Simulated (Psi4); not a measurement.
**BBr2Cl (dibromo(chloro)borane) at CCSD/6-31G(d) (spherical functions)**

Aim: the energy of BBr2Cl (dibromo(chloro)borane). Input form: a QCSchema input.

Program for the calculation: Psi4 1.11.

**1. Starting point**

BBr2Cl has 4 atoms, charge 0, and is taken as a singlet. SMILES: `ClB(Br)Br`. The B2–Br4 distance was set to 4.178 Å, away from the relaxed value. At this shape a bond of the SMILES string is far longer than usual.

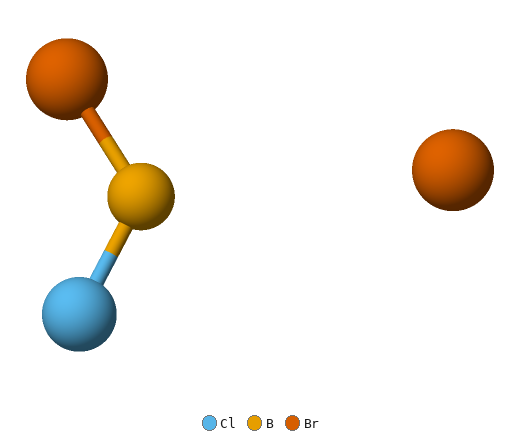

The structure, seen from a chosen angle (chlorine blue, boron amber, bromine orange).

**2. A single-point energy at CCSD/6-31G(d) (spherical functions)**

Contents of job.json:

```json
{
 "schema_name": "qcschema_input",
 "schema_version": 1,
 "molecule": {
  "schema_name": "qcschema_molecule",
  "schema_version": 2,
  "symbols": ["Cl", "B", "Br", "Br"],
  "geometry": [2.04347802, -4.46753933, 4.48376262, 2.41855086, -1.43282814, 3.31492922, 4.85310393, 0.7644887, 4.77118997, -2.03213589, 1.05875686, -2.71033969],
  "molecular_charge": 0,
  "molecular_multiplicity": 1,
  "fix_symmetry": "c1",
  "fix_com": true,
  "fix_orientation": true
 },
 "driver": "energy",
 "model": {
  "method": "ccsd",
  "basis": "6-31G*"
 },
 "keywords": {
  "puream": true,
  "e_convergence": 1e-09,
  "d_convergence": 1e-08,
  "scf_type": "pk",
  "num_frozen_docc": 24
 }
}
```

Launch:

```sh
$ psi4 --qcschema job.json -n 1 --memory 2200MB
```

stdout:

```text
[...]
  Running in c1 symmetry.
[...]
  Nuclear repulsion =  377.234713529647649
[...]
  Multiplicity = 1
[...]
  Nalpha       = 46
  Nbeta        = 46
[...]
    Number of basis functions: 96
[...]
   @RHF iter   1: -5627.68883021455895   -3.33247e+00   1.71693e-02 DIIS/ADIIS
[...]
   @RHF iter  17: -5628.26496598066842   -1.17325e-10   6.99912e-09 DIIS
[...]
    Orbital Energies [Eh]
    ---------------------
    Doubly Occupied:
       1A   -490.130360     2A   -489.928222     3A   -104.942132
       4A    -65.309098     5A    -65.105078     6A    -58.667622
       7A    -58.666361     8A    -58.666149     9A    -58.463826
      10A    -58.462535    11A    -58.462533    12A    -10.681348
      13A     -9.968066    14A     -9.761239    15A     -8.149306
      16A     -8.146633    17A     -8.146336    18A     -7.901043
      19A     -7.580134    20A     -7.572471    21A     -7.571561
      22A     -7.371972    23A     -7.365866    24A     -7.365858
      25A     -3.300556    26A     -3.297341    27A     -3.296320
      28A     -3.288112    29A     -3.288084    30A     -3.092031
      31A     -3.089701    32A     -3.089692    33A     -3.082684
      34A     -3.082684    35A     -1.235638    36A     -1.131517
[...]
  @RHF Final Energy: -5628.26496598066842
   => Energetics <=
    Nuclear Repulsion Energy =            377.2347135296476495
    One-Electron Energy =               -8582.7099947302885994
    Two-Electron Energy =                2577.2103152199720171
    Total Energy =                      -5628.2649659806684213
[...]
 Multipole Moments:
 ------------------------------------------------------------------------------------
     Multipole            Electronic (a.u.)      Nuclear  (a.u.)        Total (a.u.)
 ------------------------------------------------------------------------------------
 L = 1.  Multiply by 2.5417464519 to convert [e a0] to [Debye]
 Dipole X            :       -142.8627910          145.5657620            2.7029710
 Dipole Y            :         17.9873437          -19.2987147           -1.3113710
 Dipole Z            :       -161.3734052          164.9283704            3.5549652
 Magnitude           :                                                    4.6544091
[...]
      * MP2 total energy                      = -5628.998672849956165
[...]
      * CCSD total energy                     = -5629.023664888662097
[...]
```

The result, in JSON:

```text
{
 "driver": "energy",
 "model": {
  "method": "ccsd",
  "basis": "6-31G*"
 },
 "success": true,
 "return_result": -5629.023664888662,
 "properties": {
  "calcinfo_nbasis": 96,
  "calcinfo_nmo": 96,
  "calcinfo_nalpha": 46,
  "calcinfo_nbeta": 46,
  "calcinfo_natom": 4,
  "nuclear_repulsion_energy": 377.23471352964765,
  "return_energy": -5629.023664888662,
  "scf_one_electron_energy": -8582.709994730289,
  "scf_two_electron_energy": 2577.210315219972,
  "scf_dipole_moment": [2.7029710496516373, -1.3113710403126575, 3.5549652001814422],
  "scf_total_energy": -5628.264965980668,
  "scf_iterations": 17,
  "mp2_same_spin_correlation_energy": -0.2219258389702361,
  "mp2_opposite_spin_correlation_energy": -0.51178103033503,
  "mp2_singles_energy": -7.967626361678733e-27,
  "mp2_doubles_energy": -0.7337068693052661,
  "mp2_correlation_energy": -0.7337068693052661,
  "mp2_total_energy": -5628.998672849956,
  "ccsd_same_spin_correlation_energy": -0.20175589997557286,
  "ccsd_opposite_spin_correlation_energy": -0.5569430080356836,
  "ccsd_singles_energy": 0.0,
  "ccsd_doubles_energy": -0.7586989080112565,
  "ccsd_correlation_energy": -0.7586989080112679,
  "ccsd_total_energy": -5629.023664888662,
  "ccsd_iterations": 36
 }
}
```

It took 2.3 min on 1 thread of Intel Xeon at 2.50GHz (Skylake/Cascade Lake), shared host; peak memory 0.61 GiB.

**3. Results**

Level: CCSD/6-31G* (spherical functions), 24 core orbitals frozen.

```
                                    quantity           value
                                total energy  -5629.02366 Eh
         HOMO energy (Hartree–Fock orbitals)        -8.16 eV
         LUMO energy (Hartree–Fock orbitals)        -3.26 eV
       HOMO–LUMO gap (Hartree–Fock orbitals)         4.90 eV
correlation energy (24 core orbitals frozen)      -758.7 mEh
                               T1 diagnostic           0.065
```

The T1 diagnostic of 0.065 is above the customary mark for such species, so a single reference may not serve.
